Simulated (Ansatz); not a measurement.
Potential energy curve for SMILES B (H₃B). The B1–H4 bond (B1 also carries H, H; H4 carries nothing else) is stretched with both fragments frozen at the PBE0/def2-TZVP optimised geometry.

- RKS-PBE = restricted PBE/def2-SVP (Ansatz, a first-principles code)
- RKS-B3LYP = restricted B3LYP/def2-SVP (Ansatz)
- UCCSD(T) = CCSD(T) on UHF/def2-SVP, frozen core in Ansatz
- UKS-PBE = unrestricted PBE/def2-SVP run with Ansatz
- UKS-B3LYP = unrestricted B3LYP/def2-SVP (Ansatz)
- FCI = full CI/def2-SVP, frozen core (Ansatz)

Cost and accuracy over the 22 points of the scan, with FCI as yardstick. Costs are rough ratios of core time within Ansatz on shared cores, each with its mean field (Kohn-Sham runs search longer for lower solutions than correlated ones do); the miss is the largest error against full CI of the curve after the mean shift, in kJ/mol.

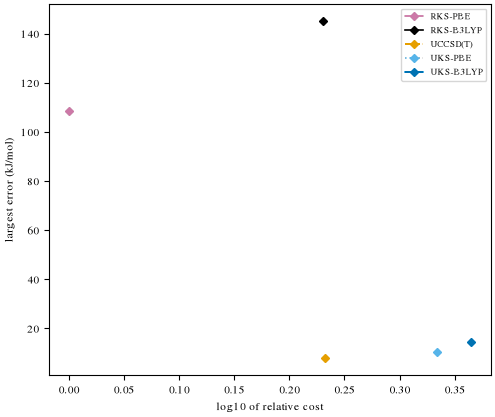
*Miss against cost, one point a level.*

```
level      relative cost  largest error
---------  -------------  -------------
RKS-PBE                1          108.6
RKS-B3LYP              2          145.2
UCCSD(T)               2            7.8
UKS-PBE                2           10.4
UKS-B3LYP              2           14.5
```

Costs within a factor of two of each other count as equal.

The restricted form behind RKS-PBE, RKS-B3LYP keeps the bonding electrons paired and can't separate into open-shell fragments. The unrestricted determinant behind UCCSD(T) is spin-contaminated at 1.95 to 4.18 Å (<S²> up to 1.0, against 0.00 for a pure singlet). The unrestricted determinant behind UKS-PBE is spin-contaminated at 2.63 to 4.18 Å (<S²> up to 1.0, against 0.00 for a pure singlet). The unrestricted determinant behind UKS-B3LYP is spin-contaminated at 2.39 to 4.18 Å (<S²> up to 1.0, against 0.00 for a pure singlet).
